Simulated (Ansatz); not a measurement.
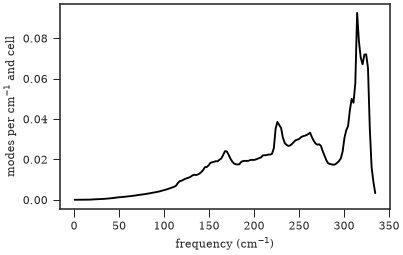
Phonon density of states of TiAl (L1₀ or tetragonal B2, P4/mmm), 2 atoms a cell, DFT-PBEsol in the program Ansatz with PAW potentials

Task: Estimate the mean frequency and the zero-point energy.

Result: The mean is about 240 cm⁻¹, and (3/2)ħ⟨ω⟩ gives 45.0 meV/atom.

Task: What share of the Dulong–Petit heat capacity is reached at 100 K and at 300 K?

Result: 42 % and 89 %.

The PBEsol relaxation kept the symmetry of its start. No spin polarisation was allowed. As this level gives no gap, phonon frequencies hold no LO–TO term and depend on the k-mesh and smearing (Fermi–Dirac, 0.1 eV here).

Potentials: the earlier of the program's two PAW sets. The files were generated under PBE; for other functionals the program regenerates the frozen cores, and for LDA and PBEsol the local potential too.
